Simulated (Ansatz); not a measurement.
# AlFGeH5NO: the cost of one run

Program: the Python package of Ansatz 0.2.0. Level of theory: r2SCAN/def2-SVP. These are calculated values, not measurements.

## 1. Starting point

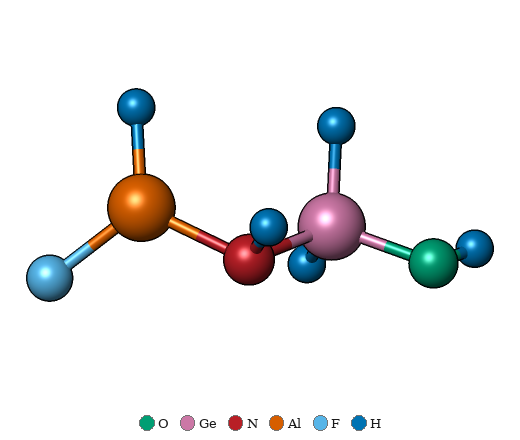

The starting structure, viewed from a chosen angle; oxygen teal, germanium pink, nitrogen red, aluminium orange, fluorine blue, hydrogen blue.

No structure file is read: the coordinates are typed or built in the script.

## 2. Script

File alfgeh5no_energy.py:

```python
"""Single point of AlFGeH5NO in a Gaussian basis."""

from pathlib import Path

import ansatz as az
import numpy as np
import pandas as pd

GEOMETRY = """
O    -0.79060    1.45180    1.98050
Ge   -0.56630    0.16520    0.80280
N     0.47050    0.78650   -0.61030
Al    0.87220   -0.68540   -1.77130
F     0.32090   -0.59040   -3.51740
H    -1.40220    1.10880    2.67490
H     0.17650   -1.00330    1.52860
H    -1.88700   -0.29980    0.23930
H     1.43400    1.05310   -0.14340
H     1.45510   -2.03770   -1.18060
"""

alfgeh5no = az.Crystal.molecule()
for line in GEOMETRY.strip().splitlines():
    symbol, *xyz = line.split()
    alfgeh5no = alfgeh5no.atom(symbol, [float(v) for v in xyz])

calc = alfgeh5no.calculation().basis(gaussian="def2-SVP").functional("r2SCAN").forces().orbitals()
outcome = calc.run(threads=1, pin="off", runs_dir="out")
report = outcome.report

print(f"E = {report['free_energy_ev']:.6f} eV = {report['free_energy_ev'] / 27.211386246:.7f} Ha")
print("converged:", report["converged"], " doubts:", report["published_state_doubts"] or "none")

symbols = [site.symbol for site in alfgeh5no.cartesian_sites]
forces = np.array(report["forces_ev_ang"])
print("largest force", round(float(np.linalg.norm(forces, axis=1).max()), 4), "eV/A, rms", round(float(np.sqrt((forces ** 2).mean())), 4))

charges = report["charge_distribution"]
table = pd.DataFrame({"atom": symbols, "mulliken": charges["mulliken_charges_e"], "lowdin": charges["lowdin_charges_e"]})
print(table.round(3).to_string())
print("dipole (e A):", np.round(charges["dipole_moment_e_ang"], 4) + 0.0)

lines = Path(report["orbitals_path"]).read_text().splitlines()
field_of = lambda key: [line.split("=")[1].strip() for line in lines if line.startswith(key)]
orbitals = [(27.211386 * float(e), s, float(n)) for e, s, n in zip(field_of("Ene="), field_of("Spin="), field_of("Occup="))]
homo = max(e for e, _, n in orbitals if n > 0.5)
lumo = min(e for e, _, n in orbitals if n < 0.5)
print(f"HOMO {homo:.3f} eV, LUMO {lumo:.3f} eV, gap {lumo - homo:.3f} eV")
```

## 3. The calls as engine input

The engine receives this input:

```yaml
crystal:
  periodic: [false, false, false]
  atoms:
    - { symbol: O, position_ang: [-0.7906, 1.4518, 1.9805] }
    - { symbol: Ge, position_ang: [-0.5663, 0.1652, 0.8028] }
    - { symbol: "N", position_ang: [0.4705, 0.7865, -0.6103] }
    - { symbol: Al, position_ang: [0.8722, -0.6854, -1.7713] }
    - { symbol: F, position_ang: [0.3209, -0.5904, -3.5174] }
    - { symbol: H, position_ang: [-1.4022, 1.1088, 2.6749] }
    - { symbol: H, position_ang: [0.1765, -1.0033, 1.5286] }
    - { symbol: H, position_ang: [-1.887, -0.2998, 0.2393] }
    - { symbol: H, position_ang: [1.434, 1.0531, -0.1434] }
    - { symbol: H, position_ang: [1.4551, -2.0377, -1.1806] }
basis:
  gaussian:
    orbitals: def2-SVP
hamiltonian:
  xc: r2scan
output:
  orbitals: {}
  forces: true
```

## 4. Launch

On the command line:

```bash
> python alfgeh5no_energy.py
```

What time and memory should one allow on 1 thread of Arm Neoverse V1, shared host?

About 10 s, with a peak of 0.29 GiB.
